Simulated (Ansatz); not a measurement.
Results of RPBE in Ansatz (plane waves, PAW) for antiferromagnetic bcc Cr.

Run with plane-wave cutoff 520 eV, 20×20×20 k mesh, Fermi–Dirac smearing 0.05 eV, spin-polarised with opposed moments, scalar-relativistic PAW data made under PBE.

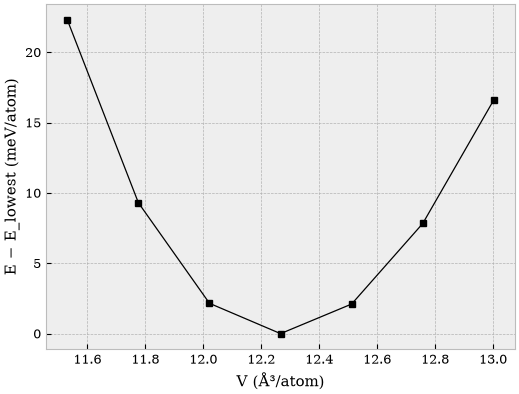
Figure. Total energy against volume

Question: From the curve, estimate the equilibrium volume and the bulk modulus.

Answer: V0 ≈ 12.3 Å³/atom and B0 ≈ 140 GPa; the fit gives V0 = 12.261 Å³/atom, B0 = 139 GPa, B′ = 7.1.

Measured, for comparison: bulk modulus 194 GPa (corrected for temperature and zero-point phonon effects, our sources range from 174 to 205; as tabulated in Levämäki et al. (2014), arXiv:1402.3671); equilibrium volume per atom 11.91 Å³/atom (corrected for temperature and zero-point phonon effects; as tabulated in Levämäki et al. (2014), arXiv:1402.3671). Computed (rounded) less measured: bulk modulus not scored (sources differ), equilibrium volume per atom +2.9 %.

Note: the commensurate order stands in for chromium's spin-density wave, and the size of the moments varies much between levels; the collinear magnetic order is the start's and need not be the measured one.

Computed values are for the static lattice.

Ansatz is a first-principles code.
